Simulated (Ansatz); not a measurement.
# AsF3GaH3: what the fields show

Input file:

```
crystal:
  periodic: [false, false, false]
  atoms:
    - symbol: As
      position_ang: [-1.405909, 0.366871, -1.319760]
    - symbol: F
      position_ang: [-4.260814, 1.466979, 0.057679]
    - symbol: F
      position_ang: [-2.406131, 3.556938, -1.005560]
    - symbol: F
      position_ang: [-1.738049, 2.113294, 1.525705]
    - symbol: Ga
      position_ang: [-2.658328, 2.172815, 0.037045]
    - symbol: H
      position_ang: [-0.780398, 0.766232, -2.628993]
    - symbol: H
      position_ang: [-2.178028, -0.843398, -1.771327]
    - symbol: H
      position_ang: [-0.227443, -0.314593, -0.678135]
basis:
  gaussian: {orbitals: def2-TZVPD}
hamiltonian: {xc: {name: PBE0}}
output: {forces: true, orbitals: {seedname: orbitals}}
```

Launched as:

```sh
ansatz run input.yaml --threads 2 --pin off --max-ram 5220MiB --events-out events.jsonl --progress --plain --runs-dir runs
```

Geometry: PBE0-D4/def2-SVP.

These are results of isolated molecule in a Gaussian basis; Kohn-Sham density functional theory, functional PBE0 in Ansatz, not measurements.

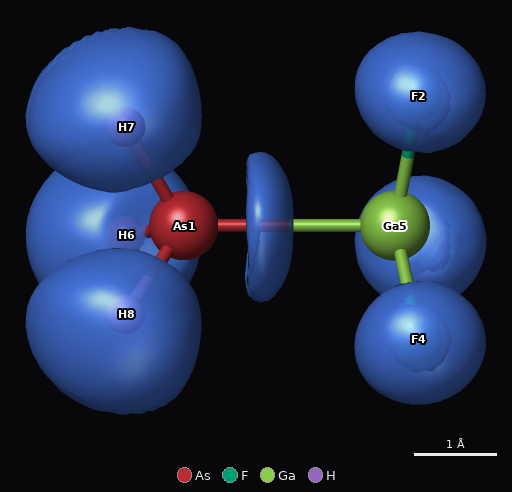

Figure 1. Isosurface of the electron localisation function at 0.75 (blue), seen from one side. Only the valence region is drawn (cores and ρ < 0.01 e/Å³ removed).

> What do the ELF domains correspond to?

The ELF exceeds this value in one region between bonded As–Ga atoms (shared pairs), three regions around hydrogen nuclei and three regions wrapped around F (the valence shell of each). Along the contacts the grid gives the following. Ga–F (1.75 Å): the ELF peaks at about 0.80 in the valence shell of F, 0.5 Å from its nucleus, and is about 0.15 at the midpoint. Ga–As (2.58 Å): the ELF peaks at about 0.90 between the atoms (a shared electron pair).

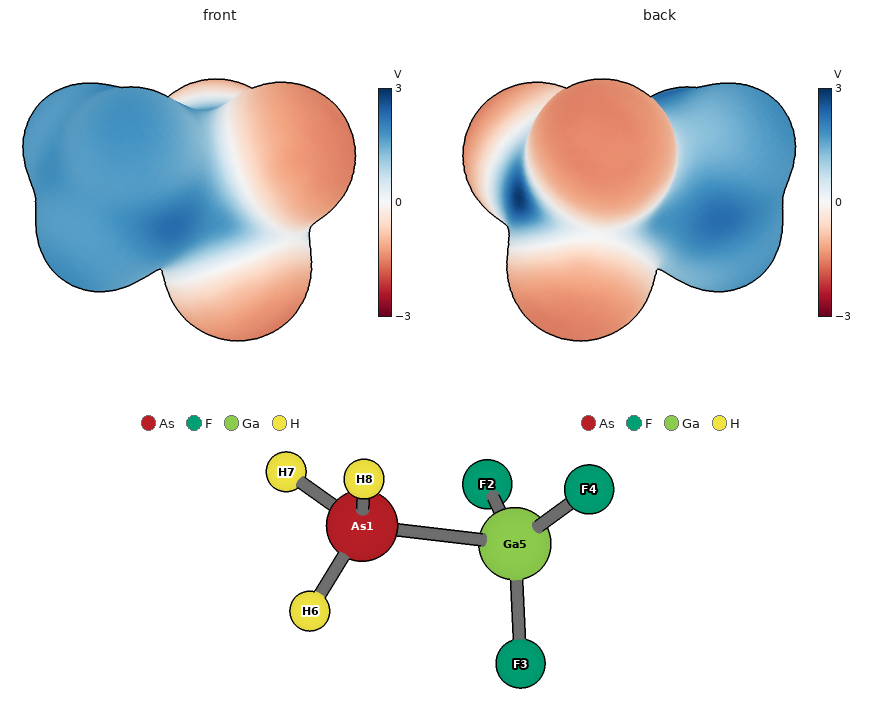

Figure 2. The molecular electrostatic potential painted on the density surface at 0.002 e/bohr³, seen from the front and from behind; red is negative and blue positive. The bare structure is drawn below in the same view.

> Where is the surface potential most negative and most positive?

The most negative region (about −1.5 V) lies over F2, F3 and F4, the most positive (about +2.5 V) over Ga5.

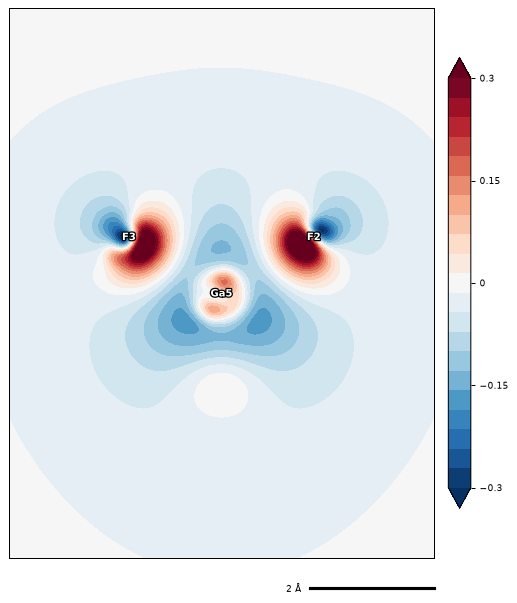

Figure 3. The LUMO on the plane of atoms F2, Ga5 and F3 (values in Å⁻³ᐟ²; the overall sign is arbitrary).

> Describe this orbital and give its energy.

Its weight (Hirshfeld) is mainly on Ga5 (about 30 %), As1 (about 25 %), H6 (about 10 %), H7 (about 10 %) and H8 (about 10 %). Its energy is −1.27 eV.

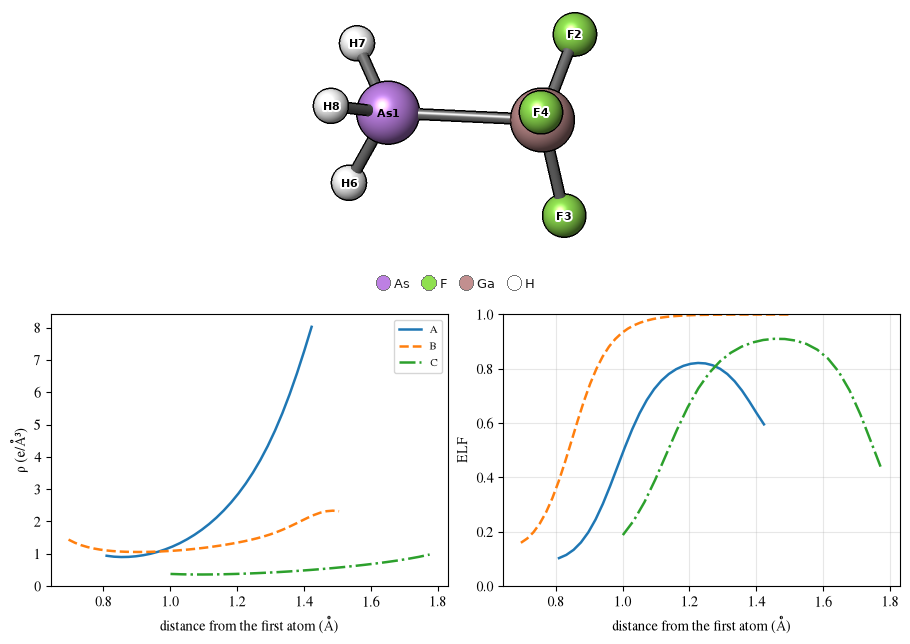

Figure 4. Total electron density and electron localisation function along straight lines between neighbouring atoms. The curves leave out the atomic cores. The structure is drawn too.

> Which curve belongs to which contact (As–H, Ga–As and Ga–F)? The first atom named is at distance zero.

Curve A: Ga–F (1.75 Å): the density is about 0.9 e/Å³ at the midpoint; the ELF peaks at about 0.80 in the valence shell of F, 0.5 Å from its nucleus, and is about 0.15 at the midpoint. Curve B: As–H (1.50 Å): ρ at the midpoint is about 1.2 e/Å³; the ELF climbs to about 1 towards the hydrogen, as it does in any bond to H. Curve C: Ga–As (2.58 Å): ρ is about 0.42 e/Å³ halfway, with its minimum of 0.36 e/Å³ about 1.1 Å from Ga; the ELF peaks at about 0.90 between the atoms; a shared electron pair.
